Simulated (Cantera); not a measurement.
Charge: 1 mol Si3N4, 4.5 mol H2O, 330 mol H2, 3.6 mol CO2, at 0.0133 bar.

Method: chemical equilibrium by Gibbs-energy minimisation in Cantera with the NASA 1993 tables (ideal gas, pure condensed phases). Candidate condensed phases: C, C6H6, C7H8, C8H18, H2O, Si, SiC, SiO2, Si2N2O, Si3N4; 151 gas species. The tables hold silica as quartz up to 1696 K and as liquid above; real silica turns to tridymite and cristobalite and melts near 1996 K. Kinetics and transport are ignored.

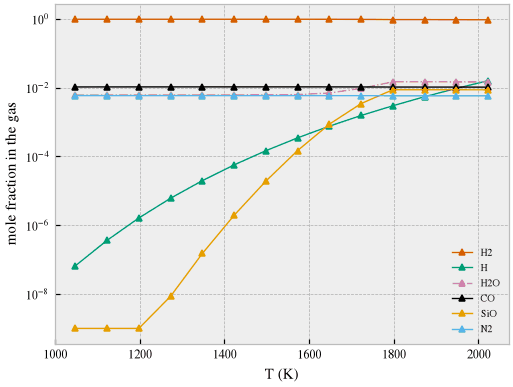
Figure. Equilibrium gas composition (values under 1e-9 drawn at 1e-9)

### Question
Read off the mole fractions at 1123 K.

### Answer
H2 about 0.98, CO about 0.011, H2O about 0.0061, N2 about 0.0059, H about 3.6e-7.
